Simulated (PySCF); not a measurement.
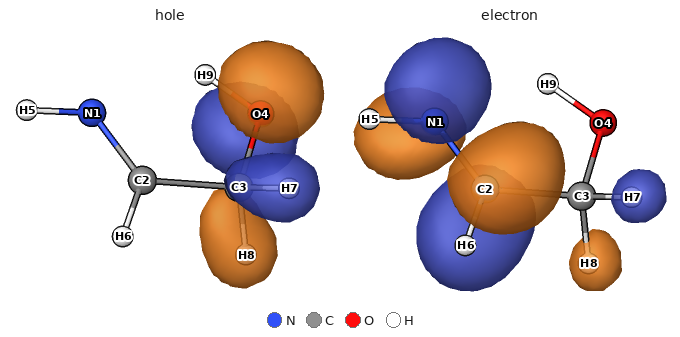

Figure. C$_{2}$H$_{5}$NO, SMILES `N=CCO`. Leading natural transition orbital pair of S₂ (full linear response singlet states); the surfaces enclose about 70 % of each orbital's density.

PySCF calculation, CAM-B3LYP/def2-SVPD, gas phase; geometry: GFN2-xTB. No frequency check shows the geometry to be a minimum.

Coordinates in Å:

```
N1      -1.3207    0.5806   -0.0006
C2      -0.7763   -0.5503    0.0006
C3       0.7154   -0.6280   -0.0006
O4       1.3208    0.6304    0.0009
H5      -2.3357    0.5981    0.0006
H6      -1.2917   -1.5182    0.0029
H7       1.0386   -1.1977    0.8838
H8       1.0374   -1.1951   -0.8887
H9       0.5954    1.2756   -0.0011
```

Q: Characterise the state.

A: 6.71 eV (185 nm), f = 0.053, n → π*, charge transfer; the leading pair carries 99 %; hole on O4 (64 %), C3 (13 %) and H7 and H8 (7 % each), electron on C2 (40 %), N1 (33 %) and C3 (7 %); their centroids lie 2.0 Å apart. In canonical orbitals it is mainly HOMO → LUMO (99 %). The HOMO–LUMO gap is 10.04 eV.
